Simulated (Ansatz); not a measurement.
# Ti: LAPW beside PAW

Aim: solve Ti at one geometry with all-electron LAPW, PAW on the default files and all-electron PAW on datasets made for the crystal, and see where they agree.

This is Ti in the fcc structure; at room conditions it is hcp.

Program: Ansatz 0.2.0. Level of theory: DFT LDA, scalar-relativistic. These are calculated values, not measurements.

**1. The system as given**

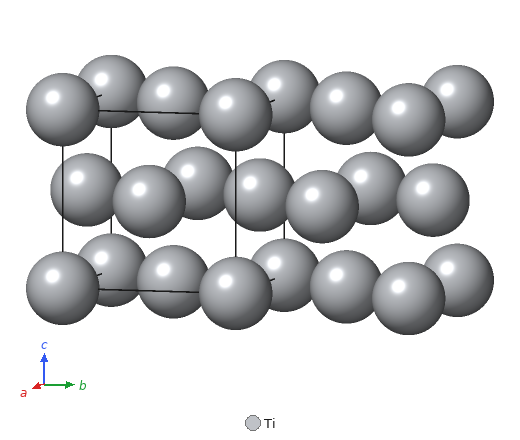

Start, viewed slightly off an axis; titanium light grey. 1×2×1 cells are drawn. Atoms on the faces are drawn again on the opposite ones. The cell drawn here is the conventional one.

Structure file:

```
Ti
1.0
     0.00000    2.03000    2.03000
     2.03000    0.00000    2.03000
     2.03000    2.03000    0.00000
Ti
1
Direct
  0.00000 0.00000 0.00000
```

Structure: COD 1534878, as refined from experiment and not relaxed.

**2. All-electron LAPW**

Input file input.yaml:

```yaml
crystal:
  lattice:
    - [0.0, 2.03, 2.03]
    - [2.03, 0.0, 2.03]
    - [2.03, 2.03, 0.0]
  atoms:
    - { symbol: Ti, position: [0.0, 0.0, 0.0] }
kpoints:
  mp_grid: { grid: [15, 15, 15] }
  band_path:
    path:
      - [0.0, 0.0, 0.0]
      - [0.5, 0.0, 0.5]
      - [0.625, 0.25, 0.625]
      - [0.375, 0.375, 0.75]
      - [0.0, 0.0, 0.0]
      - [0.5, 0.5, 0.5]
      - [0.5, 0.25, 0.75]
      - [0.5, 0.0, 0.5]
    npoints: 14
scf:
  occupations: { method: fermi_dirac, width: 0.05 }
hamiltonian:
  xc: lda
  pseudopotentials: { kind: all_electron, lapw: { basis_error: 0.00025 } }
output:
  forces: true
  stress: true
  eigenvalues: true
  populations: true
  dos: { projected: true, de: 0.2, e_range: [-14, 8] }
```

The run is started by

```bash
$ ansatz run input.yaml --threads 1 --pin off --max-ram 3072MiB --backend cpu --events-out ev --progress --plain --runs-dir out
```

Output:

```text
Ti: projections on atomic orbitals take those of the free atom 1s2 2s2 2p6 3s2 3p6 3d2 4s2, of charge +0.00 (hamiltonian.pseudopotentials.projection_atoms)
LAPW: plane waves up to 8.249 Å⁻¹, error target 2.5e-4 eV per atom; small_component_spin mean_spin; Ti in spheres of 1.435 Å, 12 of its electrons in bands, Dirac shells []
Engine: ansatz 0.2.0
Pseudopotentials: kind: all_electron
Pseudopotential: Ti, LAPW, valence charge 12, Koelling and Harmon's equation, gaussian nucleus
Functional definition: SPW92
  exchange = slater_x
  correlation = pw_c
Crystal: 1 atoms, lattice volume = 16.731 Å³
Basis set: ecut = 259.2380267754421 eV, 169 PW (Γ), exchange–correlation at level 2
Bands: 10, of which v1, the nominal top of the filled ones, is band 6 counted from 1 (5 counted from 0)
Symmetry: 48 space group operations
Space group: Fm-3m (ITA 225), of the structure as read, at distance tolerance 2.6e-5 Å
k-points: 120 of 3375
Non-local potential: Ti, projectors of the file, none
Initial density: superposition of atomic densities (chi_scale 0.1, normalization cell)
Initial wavefunctions: plane waves of lowest kinetic energy (no species holds an atomic orbital)
Functional: x = slater, c = lda
iter 1 solved again at ethr=3.26e-4 eV; its pass at ethr=1.00e-1 eV (dr2=3.91e-2 eV) is discarded
SCF iter   1: F=—  HF=-23184.163304 eV  |F-HF|=—  |Δ(HF+E_count)|=         —  Δρ=1.98e-2  dr2=3.98e-2  ethr=3.26e-4  ⟨swp⟩=2.9  Hψ=8972  notcnv=0
preconditioner: auto → none  [metal: Δε(μ)=0.056 eV  Ē_g=4.596 eV  σ=0.050 eV  W_gap=0.27  n_scr=0 (ndim 8)  ℏωp=18.2 eV  f_vac=0.000  D(μ)=1.33/eV (n_scr^D=14)]
iter 2 solved again at ethr=7.94e-6 eV; its pass at ethr=3.26e-4 eV (dr2=9.52e-4 eV) is discarded
SCF iter   2: F=—  HF=-23184.021684 eV  |F-HF|=—  |Δ(HF+E_count)|=   1.42e-1  Δρ=2.88e-3  dr2=9.53e-4  ethr=7.94e-6  ⟨swp⟩=2.0  Hψ=6472  notcnv=0
SCF iter   3: F=—  HF=-23184.009361 eV  |F-HF|=—  |Δ(HF+E_count)|=         —  Δρ=2.94e-3  dr2=7.92e-4  ethr=7.94e-6  ⟨swp⟩=3.0  Hψ=3948  notcnv=0
the basis was enlarged: its passes take 243.8 KiB over the memory plan, 1 of 1 planned eigensolver slots
SCF iter   4: F=—  HF=-23184.009039 eV  |F-HF|=—  |Δ(HF+E_count)|=   3.23e-4  Δρ=2.41e-4  dr2=5.41e-6  ethr=6.60e-6  ⟨swp⟩=2.0  Hψ=3517  notcnv=0
SCF iter   5: F=—  HF=-23184.009033 eV  |F-HF|=—  |Δ(HF+E_count)|=   5.78e-6  Δρ=4.02e-5  dr2=2.03e-7  ethr=4.51e-8  ⟨swp⟩=2.1  Hψ=3534  notcnv=0
SCF iter   6: F=-23184.009032 eV  HF=-23184.009032 eV  |F-HF|=1.73e-8  |Δ(HF+E_count)|=   5.37e-7  Δρ=5.78e-6  dr2=4.26e-9  ethr=1.69e-9  ⟨swp⟩=2.1  Hψ=3525  notcnv=0
SCF 1 converged in 6 iterations: F = -23184.009032 eV  dr2 = 4.26e-9
NSCF: frozen V_eff on 99 k-points
SCF converged after 6 iterations
Free energy (F): -23184.009032 eV
Harris-Foulkes:  -23184.009032 eV  (|F-HF|=1.73e-8)
Internal energy: -23183.994775 eV  (E = F + TS)
E sigma→0 (E₀):  -23184.001903 eV
Entropy (-TS):   -0.014258 eV (-14.258 meV/atom)
Fermi energy:    13.989373 eV
--- Per-component energies (eV) ---
  E_band       = -145.255873
  E_kinetic    = 23393.543529
  E_xc         = -1097.872330
  E_electrostatic = -45479.665974  (all electrons and nuclei)
  E_smearing   = -0.014258  (= −TS)
  E_closure    = 0.000000  (closes the sum)
  E_atoms      = -23176.557099  (free atoms, spherical and without spin; not in F)
  Σ components = -23184.009032   (vs F -23184.009032, Δ=0.00e0)
  Basis errors (estimates in eV, not in F): energy 3.0e-5 per atom: plane waves 1.9e-5 (1.0e-5 summed), levels above the bands 1.5e-71, relativity 2.5e-9, radial functions 1.0e-5, core shells 3.1e-8; eigenvalues (radial functions only) 3.8e-7; not estimated: angular momenta, meshes, grids; target (lapw.basis_error) 2.5e-4; muffin-tin radii Ti 1.435 Å
--- Forces (eV/Å), atoms counted from 1 ---
  atom   1  Ti    -0.00000000     0.00000000     0.00000000
  max |Σ_I F_I| component: 6.57e-32 eV/Å
--- Stress (GPa, compression-positive) ---
       -4.822675      -0.000000       0.000000
       -0.000000      -4.822675       0.000000
        0.000000       0.000000      -4.822675
  P = ⅓ Tr σ = -4.8227 GPa (-48.227 kbar)
--- Band table (eV; the first three rows and the last of 120) ---
  k-point 0: bands = ["-42.0464", "-18.1690", "-18.1690", "-18.1690", "7.8955", "14.8543", "14.8543", "14.8543", "16.5510", "16.5510"]
  k-point 1: bands = ["-42.0400", "-18.2041", "-18.1733", "-18.1733", "8.0445", "14.7618", "14.9091", "14.9091", "16.5154", "16.5154"]
  k-point 2: bands = ["-42.0218", "-18.3027", "-18.1856", "-18.1856", "8.4757", "14.5212", "15.0402", "15.0402", "16.4497", "16.4497"]
  k-point 119: bands = ["-41.8474", "-18.6919", "-18.6565", "-18.4443", "12.3867", "13.3801", "13.7851", "16.1851", "17.9633", "22.4903"]
--- Löwdin populations: 1 site ---
  site symbol       q [e]
     0     Ti     21.8854
  spilling = 0.005210 (of n_electrons = 22.000000)
```

Run time: 8.1 s. Hardware: 1 thread of Arm Neoverse V2, shared host; peak memory 0.28 GiB.

Read from it: pressure -4.82 GPa; no gap.

At the corners of the path (eV, zero at the Fermi level):

```csv
point,band 3,band 4,band 5,band 6,band 7,band 8,band 9
Γ,-32.16,-32.16,-6.09,0.86,0.86,0.86,2.56
X,-32.43,-32.43,-2.72,-1.84,3.07,3.70,4.03
U,-32.60,-32.37,-1.83,-1.28,0.74,2.65,3.59
K,-32.60,-32.37,-1.83,-1.28,0.74,2.65,3.59
Γ,-32.16,-32.16,-6.09,0.86,0.86,0.86,2.56
L,-32.26,-32.26,-2.67,0.73,0.73,0.82,3.72
W,-32.66,-32.44,-1.62,-0.40,-0.40,2.17,4.04
X,-32.43,-32.43,-2.72,-1.84,3.07,3.70,4.03
```

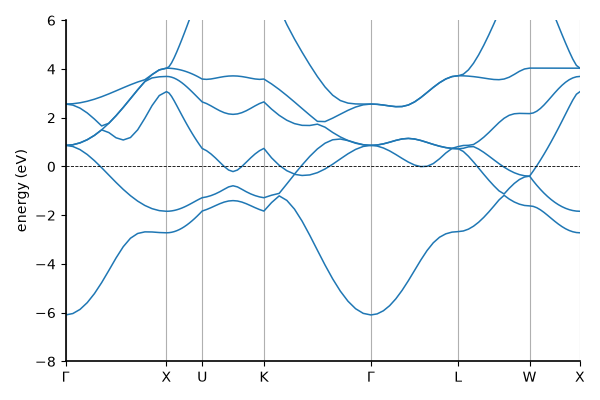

The leg U–K joins two equivalent points. Bands along the path, counted from its Fermi level.

States per cell, counted by energy window (eV from the Fermi level, on a grid of 0.20 eV):

```csv
from,to,total,Ti 3d,Ti 4s
-7,-6,0.00,0.00,0.00
-6,-5,0.06,0.00,0.05
-5,-4,0.13,0.01,0.11
-4,-3,0.24,0.04,0.18
-3,-2,0.77,0.48,0.28
-2,-1,1.22,1.06,0.12
-1,0,1.41,1.28,0.05
0,1,1.71,1.49,0.10
1,2,1.51,1.43,0.04
2,3,1.54,1.48,0.03
3,4,1.94,1.88,0.05
4,5,0.60,0.43,0.10
```

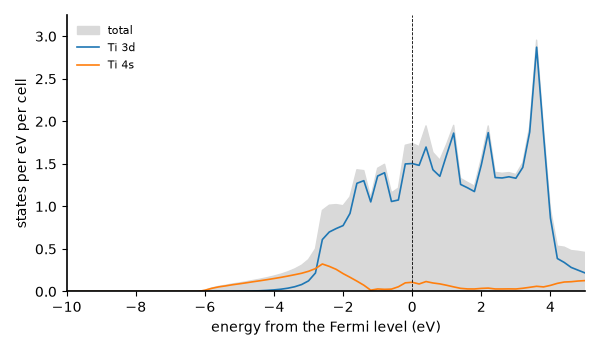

Density of states, total and projected.

(Part 1 of 2 ends here.)
